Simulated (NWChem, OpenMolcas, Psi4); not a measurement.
**A ladder of methods for InSiH3ClO (SMILES [SiH3][O][In][Cl])**

The species is InSiH3ClO (7 atoms), meant as a doublet with charge 0. As SMILES, `[SiH3][O][In][Cl]`. The coordinates come from a PBE0-D4/def2-TZVP relaxation. This is one conformer, not always the lowest.

```xyz
7

Si    0.0166    1.1446    0.4608
O     0.2037   -0.4416    0.1145
In   -0.4376   -1.7233   -1.2706
Cl    0.3307   -3.9332   -1.0412
H     0.4962    2.0095   -0.6553
H     0.8037    1.4578    1.6819
H    -1.4134    1.4861    0.7099
```

Quantity: the dipole moment, in D. The values are calculated.

```csv
level,kind,program,value (D)
UHF/def2-SVP (core potential),Hartree–Fock,NWChem,3.15
USVWN5/def2-SVP (core potential),LDA,OpenMolcas,2.03
U-revPBE/def2-SVP (core potential),GGA,OpenMolcas,2.17
UPBE/def2-SVP (core potential),GGA,NWChem,2.11
UM06-L/def2-SVP (core potential),meta-GGA,OpenMolcas,2.54
UTPSS/def2-SVP (core potential),meta-GGA,OpenMolcas,2.27
UBHLYP/def2-SVP (core potential),global hybrid,OpenMolcas,2.74
"UM06-2X/def2-SVP (density fitting, core potential)",hybrid meta-GGA,Psi4,2.63
```

The values span 2.03 to 3.15 D. Magnitudes only.

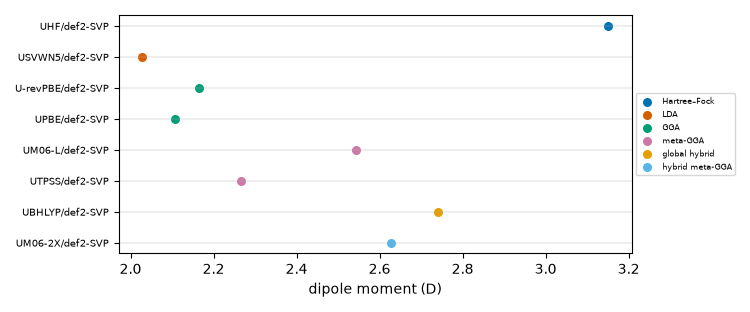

The values of the table, level by level.
